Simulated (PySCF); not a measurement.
## A study: AlF3H2S, SMILES `S.F[Al](F)F`

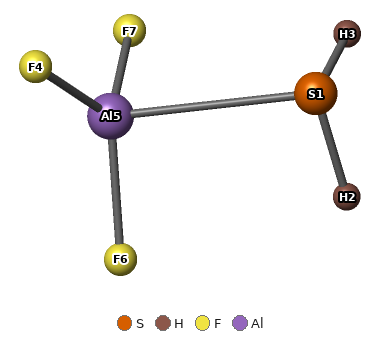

The molecule, with its atoms numbered as below. The pair's geometry is semi-empirical, so its contact may be too short or too long.

Coordinates in Å:

```
S1      -1.7914    0.2134   -0.0904
H2      -1.9148   -1.0155   -0.5945
H3      -1.9181   -0.2211    1.1642
F4       1.1500    1.4721   -0.4835
Al5      0.6813   -0.0209    0.0075
F6       0.7527   -1.2890   -1.0433
F7       0.7237   -0.3948    1.6134
```

Part 1: Bonding charge

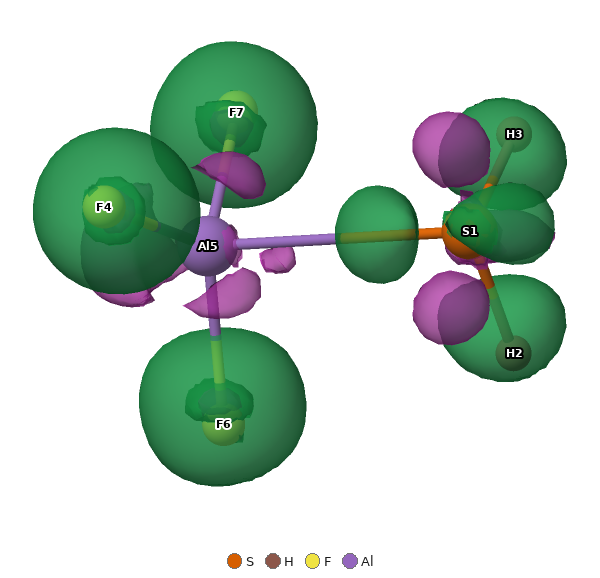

Deformation density (molecule less spherical, spin-averaged free atoms at the same positions), surfaces at ±0.09 e/Å³; green: gain, purple: loss.

Computed with PySCF, r2SCAN/def2-SVPD, geometry: GFN2-xTB.

Describe the bonding that the map shows.

Answer. S1–H3: +0.19 e/Å³ at the bond critical point (bond length 1.33 Å). S1–H2: +0.19 e/Å³ at the bond critical point (bond length 1.33 Å). F4–Al5: +0.02 e/Å³ at the bond critical point (bond length 1.64 Å); up to 0.6 Å beside the axis the gain reaches +0.27 e/Å³. Al5–F6: +0.02 e/Å³ at the bond critical point (bond length 1.65 Å); up to 0.6 Å beside the axis the gain reaches +0.27 e/Å³. Al5–F7: +0.02 e/Å³ at the bond critical point (bond length 1.65 Å); up to 0.6 Å beside the axis the gain reaches +0.27 e/Å³. S1–Al5: −0.03 e/Å³ at the bond critical point (bond length 2.49 Å). In all, 1.7 electrons gather in the regions of gain relative to the promolecule. A small or negative value marks a very polar bond, one between electron-rich atoms, whose free-atom densities already overlap strongly, a long bond to a heavier atom, or a closed-shell contact such as a hydrogen bond.

Where do the Hirshfeld charges lie?

Answer. The highest Hirshfeld charge is on Al5 (+0.58 e), the lowest on F7 (−0.31 e).

Part 2: Local ionisation energy

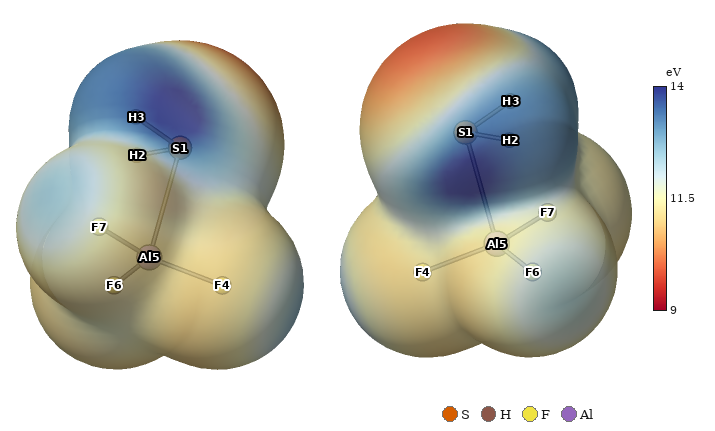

Average local ionisation energy on the surface of electron density 0.001 a.u. (back view left, front view right).

Where are the most loosely bound electrons on this surface?

Answer. The lowest value is 9.9 eV, 2.2 Å from S1. Further minima include 10.9 eV, 1.7 Å from F4; 11.0 eV, 1.7 Å from F4. For comparison, the highest occupied orbital lies at −8.9 eV.

Part 3: Weak contacts

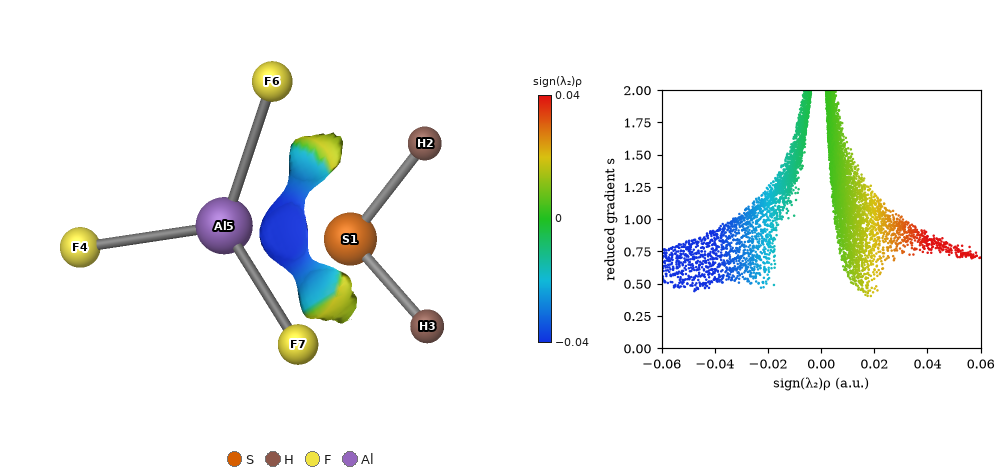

Non-covalent interaction surfaces between the fragments (reduced density gradient s = 0.5, coloured by sign(λ₂)ρ in a.u.; trimmed to the region between the fragments where ρ is under 0.06 a.u.). Fragment A: H2S (atoms 1–3); fragment B: AlF3. The plot gives s against sign(λ₂)ρ for grid points between the fragments.

Level of theory: r2SCAN/def2-SVPD (PySCF), at a geometry from GFN2-xTB.

Interpret the surfaces between the fragments.

Answer. Bond critical points between the fragments: S1···Al5, 2.49 Å, ρ = 0.035 a.u. It appears blue (attractive, sign(λ₂)ρ well below zero). The pose is a local one from a semi-empirical search, not shown to be the most stable.

How strongly are they bound?

Answer. The counterpoise-corrected interaction energy of the frozen fragments is −23.0 kcal/mol without dispersion correction and −23.5 kcal/mol with D3(BJ). The pair geometry is semi-empirical, not a minimum at this level.

Part 4: Binding density

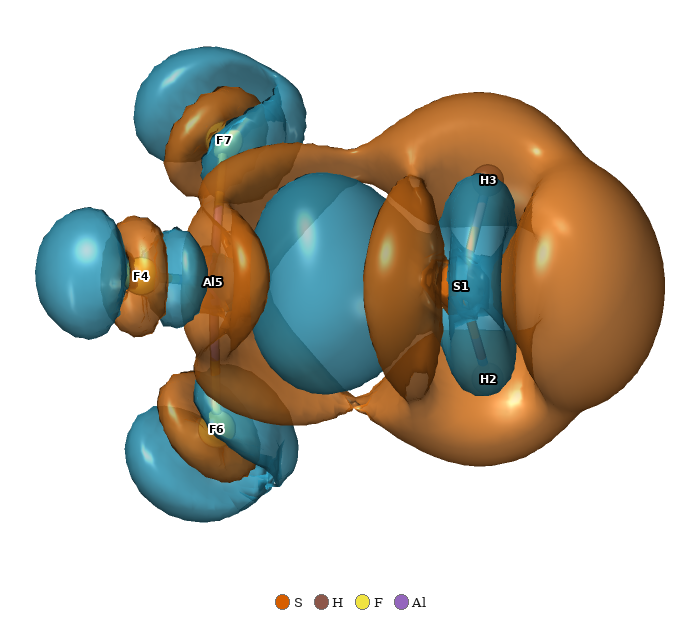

Density of the complex less the densities of the two fragments at the same geometry, ±0.006 e/Å³ (light blue: gain, orange: loss). Fragment A: H2S (atoms 1–3); fragment B: AlF3.

Which way does charge flow?

Answer. Hirshfeld charges show 0.117 e passing from A to B. By Hirshfeld charges, electrons gather most on Al5 (−0.044 e) and leave S1 most (+0.044 e); 0.31 e is displaced in all, which induces a dipole of 2.46 D.

The PySCF runs shown took 42 s and 100 s on 1 thread of Arm Neoverse N1, on a shared host.
